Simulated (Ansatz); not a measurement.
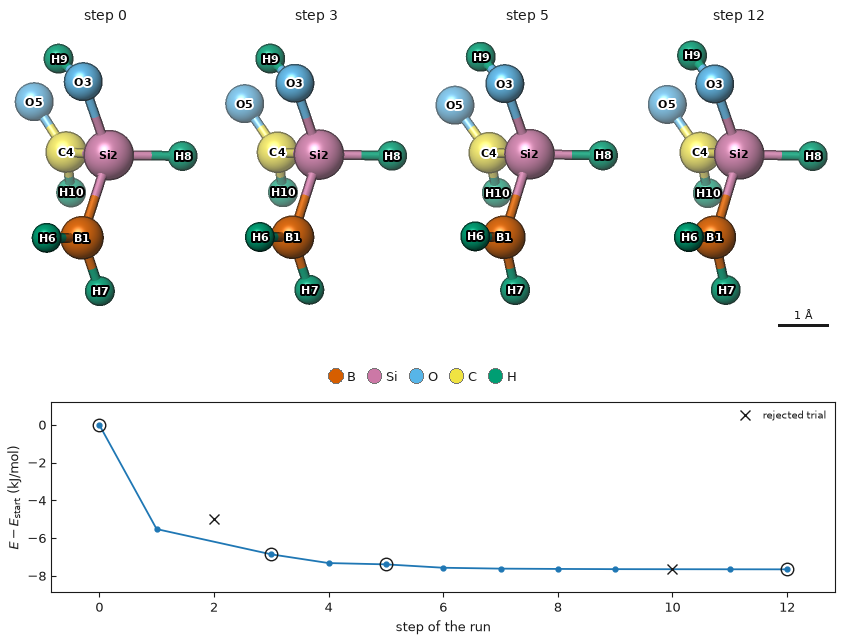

Frames of a relaxation of CH5BO2Si, marked on the history of the run. Style: ball-and-stick. Shown from a free direction.

The start comes from PBE-D4/def2-SVP.

Level of theory: RKS PBE0-D4/def2-TZVP in Ansatz. (force threshold 0.005 eV/Å; at most 150 steps)

What happens along the run?

Answer. Over 10 accepted moves (12 points after the start) the energy falls by 7.65 kJ/mol. The largest force component goes from 1.1 to 0.0041 eV/Å. The line search rejected the trial steps at points 2, 10 of the run. The atom that moves furthest after the best rigid fit is H6 (0.20 Å). Largest moves by element: H 0.20 Å, O 0.11 Å, Si 0.07 Å, C 0.04 Å, B 0.02 Å. Some distances before and after: Si2–O3 1.680 → 1.642 Å, Si2–C4 1.968 → 1.932 Å, B1–H7 1.218 → 1.197 Å, B1–H6 1.215 → 1.194 Å. Bond angles that change, for instance: Si2–O3–H9 107.4° → 112.7°, O3–Si2–C4 99.9° → 103.7°, B1–Si2–H8 110.7° → 107.7°. From step 0 to 3: H9 moves most (0.05 Å), energy −6.86 kJ/mol. From step 3 to 5: H7 moves most (0.12 Å), energy −0.53 kJ/mol. From step 5 to 12: H6 moves most (0.06 Å), energy −0.26 kJ/mol.
